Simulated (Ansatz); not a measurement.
Computed with PBE (plane waves to 420 eV, PAW; Ansatz, a program for electronic structure).

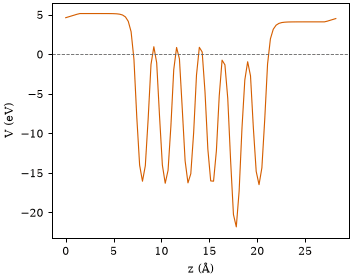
Fig. 1. Planar average of the electrostatic potential across the slab, in eV from the Fermi level, for a constructed model of the (111) surface of fcc Au, a layer of Zr in place of the second plane (bottom of the slab: a bare face, its two planes held)

Model: 6-atom slab, 12.5 Å thick at the start, 15x15x1 mesh, Fermi-Dirac 0.1 eV, dipole correction, 2 atoms held, the rest relaxed; held to the start's symmetry, so lower structures may exist; no spin, no spin-orbit, no U. It is one candidate, not shown to be the stable structure of the face.

The surface cell has an area of 7.48 Å². What dipole along the normal does the step between the two vacuum levels imply?

the top vacuum level lies 1.05 eV below the bottom one; p = −ε₀ A ΔV (ε₀ = 0.005526 e/(V·Å)) gives 0.04 e·Å a cell.
